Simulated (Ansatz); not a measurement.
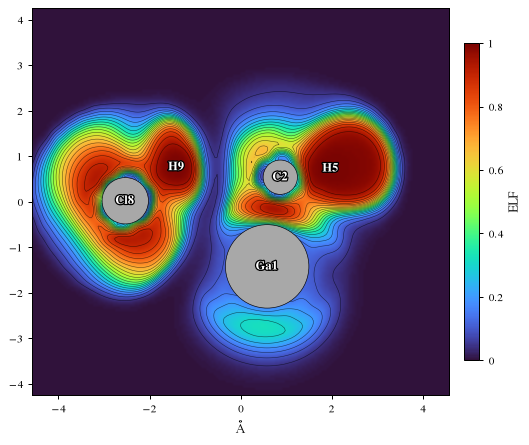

CH5Ga···HCl. Electron localisation function on the plane of atoms Ga1, C2 and H5. Grey discs cover the atomic cores.

Not at a stationary point (largest force 1.2 eV/Å).

Level of theory: RKS PBE0-D4/def2-SVP in Ansatz 0.2.0.

```xyz
9

Ga    0.0260    0.2067    0.1546
C     0.0244    0.1621    2.1344
H    -0.9302   -0.1913    2.5567
H     0.8609   -0.4257    2.5435
H     0.1618    1.1934    2.5069
H     1.3977    0.1635   -0.6104
H    -1.3271    0.3888   -0.6223
Cl   -0.3861   -3.0826    1.0526
H    -0.3315   -2.1168    1.9683
```

Q: Interpret the plot.

A:
- The section cuts through Ga, C, H and Cl sites.
- C2···H9 (2.31 Å): the ELF dips to about 0.05 between them.
- C–Ga (1.98 Å): the ELF peaks at about 0.95 in the valence shell of C, 0.7 Å from its nucleus, and is about 0.55 at the midpoint.
- C–H (1.11 Å): the ELF climbs to about 1 towards the hydrogen, as it does in any bond to H: an ordinary covalent bond to hydrogen.
- Cl–H (1.33 Å): the ELF climbs to about 1 towards the hydrogen; a covalent bond by its length.
- The ELF also peaks beside Cl8, away from the bonds: lone-pair regions.
